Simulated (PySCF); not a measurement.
# NCO (nco radical) at UCCSDT/STO-3G

Aim: the vertical doublet–quartet gap of NCO (nco radical) at UCCSDT/STO-3G, from 2 runs. The job is set up through a Python script.

The calculation is run with PySCF 2.14.0.

16 further runs of the same task are left out: 4 that didn't finish, 12 set aside as unsound or not needed.

**1. The structure to begin with**

NCO: 3 atoms, total charge 0, spin state doublet. As SMILES, `[N]=C=O`. Geometry: relaxed at PBE0-D4/def2-TZVP.

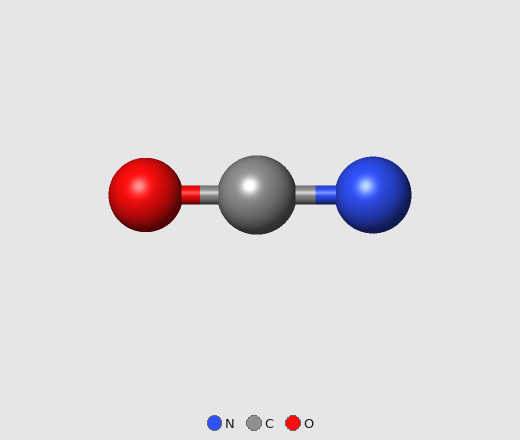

The structure, seen from a chosen angle (nitrogen blue, carbon grey, oxygen red).

**2. A single-point energy at UCCSDT/STO-3G**

Contents of start.xyz:

```xyz
3

N      0.968200     0.423100     0.579200
C     -0.013800    -0.006000    -0.008300
O     -0.954400    -0.417100    -0.571000
```

Contents of input.py:

```python
# [N]=C=O
from pyscf import gto, cc

mol = gto.M(
    atom='start.xyz',
    basis='sto-3g',
    charge=0,
    verbose=3,
    spin=1,
    max_memory=1860,
)

hf = mol.UHF()
hf.conv_tol = 1e-10
hf.kernel()
if not hf.converged:
    hf = hf.newton().run(hf.mo_coeff, hf.mo_occ)

mycc = cc.CCSDT(hf, frozen=3)
mycc.kernel()
etot = mycc.e_tot
print('E(%s) = %.9f' % ('CCSDT', etot))
```

Command:

```bash
$ OMP_NUM_THREADS=1 python input.py
```

Output:

```text
converged SCF energy = -164.914867110783  <S^2> = 0.99776981  2S+1 = 2.2340723
_make_eris_incore_UCCSDT

WARN: A large `blksize_v_aaa` is being used, which may cause large memory consumption
      for storing contraction intermediates. If memory is sufficient, consider using
      `pyscf.cc.uccsdt_highm.UCCSDT` instead.

WARN: A large `blksize_v_aab` is being used, which may cause large memory consumption
      for storing contraction intermediates. If memory is sufficient, consider using
      `pyscf.cc.uccsdt_highm.UCCSDT` instead.

UCCSDT converged
E(UCCSDT) = -165.1003616786451   E_corr = -0.1854945678617698
E_corr(same-spin) = -0.0365919146256088
E_corr(oppo-spin) = -0.148902653236161
E(CCSDT) = -165.100361679
```

Run time: 1.7 s. Hardware: 1 thread of Intel Xeon Platinum 8488C (Sapphire Rapids), shared host; peak memory 0.12 GiB.

**3. The quartet, same level**

Contents of input.py:

```python
from pyscf import gto, cc

mol = gto.M(
    atom='N 0.968200 0.423100 0.579200; C -0.013800 -0.006000 -0.008300; O -0.954400 -0.417100 -0.571000',
    basis='sto-3g',
    verbose=3,
    max_memory=1860,
    spin=3,
)

myscf = mol.UHF()
myscf.conv_tol = 1e-10
myscf.kernel()
if not myscf.converged:
    myscf = myscf.newton().run(myscf.mo_coeff, myscf.mo_occ)

mycc = cc.CCSDT(myscf, frozen=3)
mycc.kernel()
e_tot = mycc.e_tot
print('Final energy', e_tot)
```

Command:

```bash
$ OMP_NUM_THREADS=1 python input.py
```

Output:

```text
WARN: HOMO 0.27637710673283 >= LUMO -0.242980699686829

converged SCF energy = -164.724030279446  <S^2> = 3.8938959  2S+1 = 4.0713123
_make_eris_incore_UCCSDT

WARN: A large `blksize_v_aaa` is being used, which may cause large memory consumption
      for storing contraction intermediates. If memory is sufficient, consider using
      `pyscf.cc.uccsdt_highm.UCCSDT` instead.

WARN: A large `blksize_v_aab` is being used, which may cause large memory consumption
      for storing contraction intermediates. If memory is sufficient, consider using
      `pyscf.cc.uccsdt_highm.UCCSDT` instead.

UCCSDT converged
E(UCCSDT) = -164.8596315639953   E_corr = -0.1356012845490075
E_corr(same-spin) = -0.0365386599165958
E_corr(oppo-spin) = -0.0990626246324117
Final energy -164.85963156399532
```

Run time: 2.3 s. Hardware: 1 thread of Intel Xeon Platinum 8488C (Sapphire Rapids), shared host; peak memory 0.12 GiB.

**4. What came out**

Level: UCCSDT/STO-3G, 3 core orbitals frozen.

```
                                                           quantity          value
                                              doublet: total energy  -165.10036 Eh
                      doublet: dipole moment (Hartree–Fock density)         1.20 D
doublet: HOMO energy (Hartree–Fock orbitals) (highest over α and β)       -8.94 eV
 doublet: LUMO energy (Hartree–Fock orbitals) (lowest over α and β)        4.45 eV
               doublet: correlation energy (3 core orbitals frozen)     -185.5 mEh
                         doublet: ⟨S²⟩ of the reference determinant          0.998
                                             doublet: T1 diagnostic          0.043
                                              quartet: total energy  -164.85963 Eh
                      quartet: dipole moment (Hartree–Fock density)         0.59 D
quartet: HOMO energy (Hartree–Fock orbitals) (highest over α and β)       -3.90 eV
 quartet: LUMO energy (Hartree–Fock orbitals) (lowest over α and β)        4.16 eV
               quartet: correlation energy (3 core orbitals frozen)     -135.6 mEh
                         quartet: ⟨S²⟩ of the reference determinant          3.894
                                             quartet: T1 diagnostic          0.031
                   vertical energy of the quartet above the doublet       6.551 eV
```

What this shows: At this shape the quartet lies 6.55 eV (632 kJ/mol) above the doublet. In a minimal basis such a difference can be off by several eV, whatever the method. ⟨S²⟩ (doublet) is 1.00 where a pure doublet has 0.75: the reference is spin-contaminated. Mulliken charges (doublet) of the mean-field density run from -0.16 on N1 to +0.25 on C2. ⟨S²⟩ (quartet) is 3.89 where a pure quartet has 3.75: the reference is spin-contaminated.
